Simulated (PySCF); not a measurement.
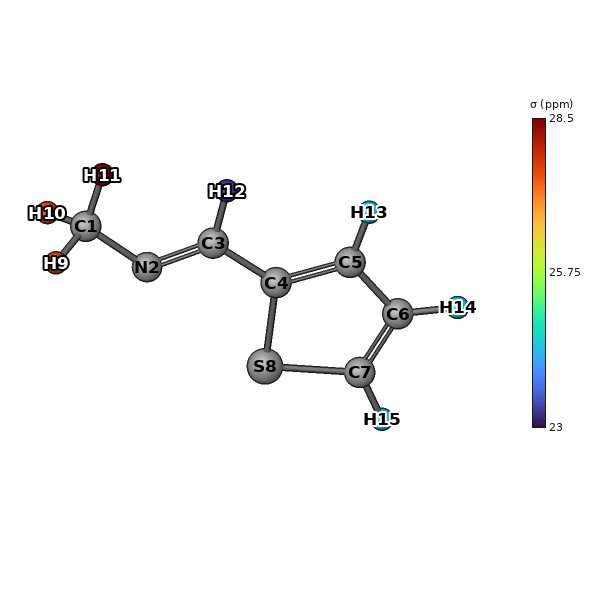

Atoms are coloured by their isotropic NMR shieldings (H only, the others grey). The computed structure is the end point of a GFN2-xTB optimisation. No frequency run is at hand to confirm it as a minimum. Level of theory: GIAO PBE0/pcSseg-1 NMR shielding, non-relativistic, gas phase (PySCF 2.14.0).

List the isotropic NMR shieldings of the H atoms.

```json
{"atom": "H9", "σ (ppm)": "27.56"}
{"atom": "H10", "σ (ppm)": "27.56"}
{"atom": "H11", "σ (ppm)": "28.46"}
{"atom": "H12", "σ (ppm)": "23.32"}
{"atom": "H13", "σ (ppm)": "24.50"}
{"atom": "H14", "σ (ppm)": "24.57"}
{"atom": "H15", "σ (ppm)": "24.42"}
```
